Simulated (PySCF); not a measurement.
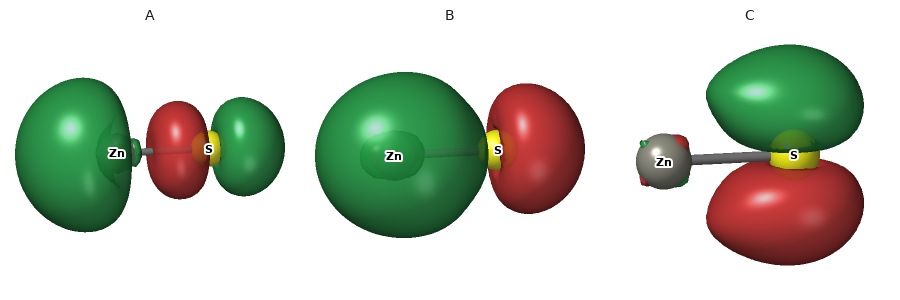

The picture shows: ZnS. Three frontier orbitals, each drawn at the value that holds 80 % of its norm (green and red are the two phases), in no order; of a degenerate pair one member is drawn.

Theory: PBE0/x2c-SVPall, spin-free X2C-1e, Gaussian nucleus, at a bond length of 2.061 Å in PySCF 2.14.0.

Question: Name the orbitals and rank them from lowest to highest energy.

Answer: Orbital B: σ, occupied, −8.61 eV; shared between the atoms (Zn 50 %, S 50 %).
Orbital C: π, occupied, −6.02 eV; mainly on S (85 %).
Orbital A: σ, empty, −3.83 eV; shared between the atoms (Zn 65 %, S 35 %).
